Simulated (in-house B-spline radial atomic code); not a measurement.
**Ga¹⁴⁺: excited configurations in jj coupling**

Aim: the energies of several excited configurations of Ga¹⁴⁺ above a reference configuration, each from its own self-consistent run.

The numbers are computed with in-house B-spline radial atomic code version 1 (Dirac-Hartree-Fock, average of configuration, Fermi nucleus, basis-set limit), except any that are marked as measured or tabulated.

**1. The atom as given**

| Quantity | Value |
| --- | --- |
| element | gallium (Z = 31) |
| charge | +14 |
| electrons | 17 |
| configuration | 1s2 2s2 2p6 3s2 3p-2 3p+3 |
| Hamiltonian | Dirac-Coulomb |
| nucleus | Fermi, rms radius 3.997 fm |

In configurations, a minus sign after the shell means j = l − 1/2 and a plus sign j = l + 1/2; the count of electrons follows.

Settings, as recorded:

```ini
Z = 31
electrons = 17.0
configuration = 1s2 2s2 2p6 3s2 3p-2 3p+3
hamiltonian = dirac
method = hf
spin_polarised = False
nucleus = fermi
rms_radius = 3.9973
mass_number = 69
atomic_mass = 68.925573528
speed_of_light = 137.035999084
```

From the earlier run of the reference: total energy -1850.866841 hartree. Levels, eight at most:

| orbital | occupation | energy (eV) | <r> (bohr) |
| --- | --- | --- | --- |
| 1s1/2 | 2 | -10918.5 | 0.04859 |
| 2s1/2 | 2 | -1813.24 | 0.2152 |
| 2p1/2 | 2 | -1654.83 | 0.1865 |
| 2p3/2 | 4 | -1625.59 | 0.1902 |
| 3s1/2 | 2 | -570.54 | 0.5721 |
| 3p1/2 | 2 | -515.07 | 0.5658 |
| 3p3/2 | 3 | -510.39 | 0.5712 |

**2. Run with 1s2 2s2 2p6 3s1 3p-1 3p+4 5p+1**

Settings, as recorded:

```ini
Z = 31
electrons = 17.0
configuration = 1s2 2s2 2p6 3s1 3p-1 3p+4 5p+1
hamiltonian = dirac
method = hf
spin_polarised = False
nucleus = fermi
rms_radius = 3.9973
mass_number = 69
atomic_mass = 68.925573528
speed_of_light = 137.035999084
```

**3. 1s2 2s2 2p-2 2p+3 3s2 3p-2 3p+3 4d-1**

Changes to the settings of step 2:

```diff
@@ -2,3 +2,3 @@
 electrons = 17.0
-configuration = 1s2 2s2 2p6 3s1 3p-1 3p+4 5p+1
+configuration = 1s2 2s2 2p-2 2p+3 3s2 3p-2 3p+3 4d-1
 hamiltonian = dirac
```

**4. 1s2 2s2 2p-1 2p+4 3s2 3p-2 3p+3 5f+1**

Changes to the settings of step 3:

```diff
@@ -2,3 +2,3 @@
 electrons = 17.0
-configuration = 1s2 2s2 2p-2 2p+3 3s2 3p-2 3p+3 4d-1
+configuration = 1s2 2s2 2p-1 2p+4 3s2 3p-2 3p+3 5f+1
 hamiltonian = dirac
```

**5. Run with 1s2 2s2 2p6 3s2 3p+4 7g-1**

Changes to the settings of step 4:

```diff
@@ -2,3 +2,3 @@
 electrons = 17.0
-configuration = 1s2 2s2 2p-1 2p+4 3s2 3p-2 3p+3 5f+1
+configuration = 1s2 2s2 2p6 3s2 3p+4 7g-1
 hamiltonian = dirac
```

**6. Run with 1s2 2s2 2p6 3s1 3p-1 3p+4 6g-1**

Changes to the settings of step 5:

```diff
@@ -2,3 +2,3 @@
 electrons = 17.0
-configuration = 1s2 2s2 2p6 3s2 3p+4 7g-1
+configuration = 1s2 2s2 2p6 3s1 3p-1 3p+4 6g-1
 hamiltonian = dirac
```

**7. Configuration 1s2 2s2 2p6 3s2 3p-1 3p+4**

Changes to the settings of step 6:

```diff
@@ -2,3 +2,3 @@
 electrons = 17.0
-configuration = 1s2 2s2 2p6 3s1 3p-1 3p+4 6g-1
+configuration = 1s2 2s2 2p6 3s2 3p-1 3p+4
 hamiltonian = dirac
```

Before running: How far above the reference does each configuration lie (order and size, in eV)?

The runs gave:

| net move | configuration | energy above the reference (eV) | with Breit, QED, recoil (eV) | largest <r> (bohr) |
| --- | --- | --- | --- | --- |
| 3p1/2 → 3p3/2 | 1s2 2s2 2p6 3s2 3p-1 3p+4 | 5.197 | 5.094 | 0.572 |
| 3p1/2, 3s → 3p3/2, 5p3/2 | 1s2 2s2 2p6 3s1 3p-1 3p+4 5p+1 | 425.74 | 425.33 | 2.00 |
| 2×3p1/2 → 3p3/2, 7g7/2 | 1s2 2s2 2p6 3s2 3p+4 7g-1 | 459.06 | 458.67 | 4.21 |
| 3p1/2, 3s → 3p3/2, 6g7/2 | 1s2 2s2 2p6 3s1 3p-1 3p+4 6g-1 | 489.74 | 489.30 | 2.91 |
| 2p3/2 → 4d3/2 | 1s2 2s2 2p-2 2p+3 3s2 3p-2 3p+3 4d-1 | 1390.16 | 1389.01 | 1.18 |
| 2p1/2 → 5f7/2 | 1s2 2s2 2p-1 2p+4 3s2 3p-2 3p+3 5f+1 | 1519.21 | 1517.52 | 2.00 |

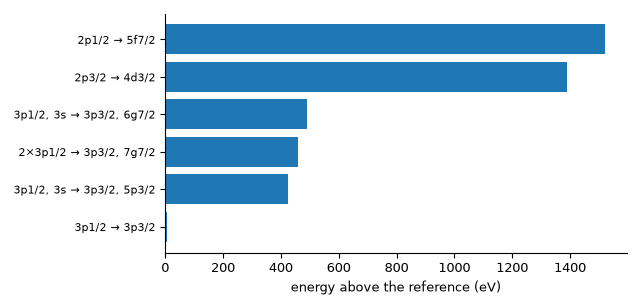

Energy of each configuration above the reference.

**Reading.** The energies run from 5.197 eV (3p1/2 → 3p3/2) to 1519.21 eV (2p1/2 → 5f7/2). Koopmans' estimate of the ionisation threshold is 510.39 eV; 2 configurations exceed it by over 2 % and could autoionise. Two partly filled shells share a symmetry and can mix in the average, which may lower the energy, for: 2p3/2 → 4d3/2. These are averages over configurations, without correlation, not spectroscopic levels.
